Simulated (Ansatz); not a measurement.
Process, species as SMILES: [BH]F (BH-F) → B atom + F atom + H atom
B3LYP-D3(BJ)/def2-TZVP geometries, fixed; electronic energies without zero-point terms.
Largest species:
```xyz
3

B     -0.6180     0.4147     0.0242
F      0.5272    -0.2094    -0.0070
H     -1.6550    -0.1892    -0.0583
```
Charge 0, spin multiplicity 2.

Basis-set convergence of the atomisation energy at B3LYP with Ansatz (a program for electronic structure). Cartesian d functions, on some or all atoms, in 6-31G**, 6-31+G*; all else is spherical. The program fits the integrals of some runs and decomposes those of others, by size. Open shells are unrestricted. No added dispersion term, no relativity. Functions are those of the species that has most. Reference: the value in pcseg-4, 236.65 kcal/mol, itself unsure by roughly 0.02 kcal/mol (its mean distance from aug-pcseg-3, aug-cc-pVQZ, cc-pV5Z). Deviations are taken from unrounded values.

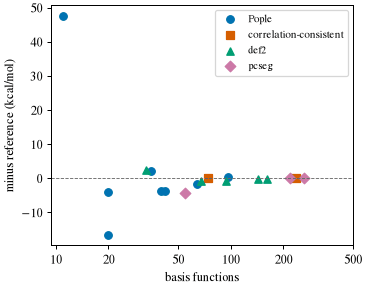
Figure. Deviation from the reference against the number of basis functions, by family of sets.

```
basis              functions  atomisation energy (kcal/mol)  minus reference (kcal/mol)
-----------------  ---------  -----------------------------  --------------------------
STO-3G                    11                         284.22                       47.58
3-21G                     20                         232.67                       -3.98
6-31G                     20                         220.17                      -16.48
def2-SVP                  33                         239.23                        2.58
6-31G**                   35                         238.66                        2.02
6-31+G*                   40                         233.07                       -3.57
6-311G**                  42                         233.01                       -3.64
aug-pcseg-1               55                         232.32                       -4.33
6-311++G(2d,2p)           64                         234.96                       -1.69
def2-TZVP                 68                         235.98                       -0.66
cc-pVTZ                   74                         236.82                        0.18
def2-TZVPPD               94                         235.91                       -0.73
6-311++G(3df,3pd)         96                         236.93                        0.29
def2-QZVPP               144                         236.42                       -0.22
def2-QZVPPD              162                         236.41                       -0.23
aug-pcseg-3              219                         236.69                        0.04
cc-pV5Z                  237                         236.66                        0.01
pcseg-4                  263                         236.65                        0.00
```
